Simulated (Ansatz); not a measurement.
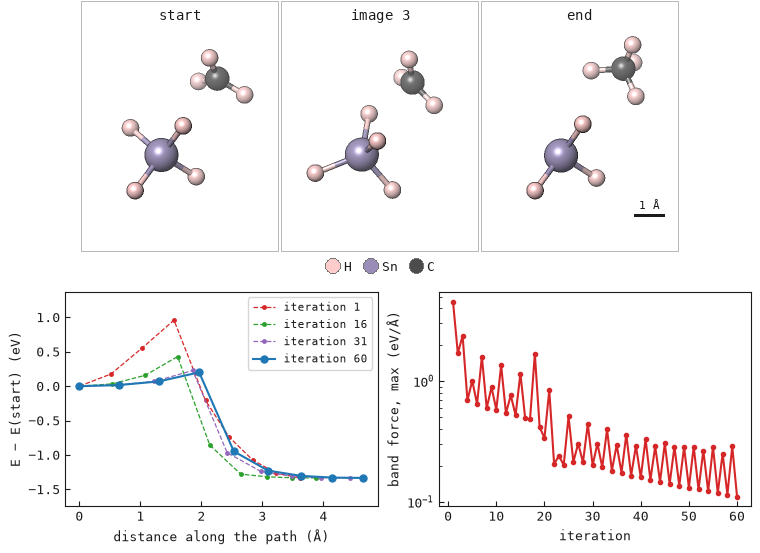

A search for the minimum-energy path of CH₇Sn (multiplicity 2), made up at the start of SnH4 and CH3 by the nudged elastic band. Images are numbered from 0 (start) to 8 (end). The plot follows the band through its iterations. The picture is a ball-and-stick view, seen from a free direction.

All numbers below come from Ansatz 0.2.0, UKS r2SCANh/def2-SVP. Run with 7 movable images; climbing image; force threshold 0.05 eV/Å; iteration limit 60; optimiser L-BFGS; largest step 0.5 Å; starting path through a guess of the saddle point.

> Did the band converge, and can the barrier be trusted?

The result isn't final. The band hadn't converged when the run stopped after 60 iterations. The largest component of the band force went from 4.6 to 0.11 eV/Å. The barrier read from it is provisional, though the highest image hardly moved in the last two iterations. The step length is far from the usual. The first iteration put the highest image at 0.96 eV. Forward barrier 0.20 eV, backward barrier 1.53 eV, with image 3 at the top; the reaction energy is −1.33 eV.

Limits of the set-up: the start holds two separate molecules, 3.2 Å apart at their closest, whose relative position is a soft coordinate and is computed without a dispersion correction.

The run took 17 min on 2 threads of Intel(R) Xeon(R) Platinum 8375C CPU @ 2.90GHz (Ice Lake), on a shared host, peak memory 0.26 GiB.
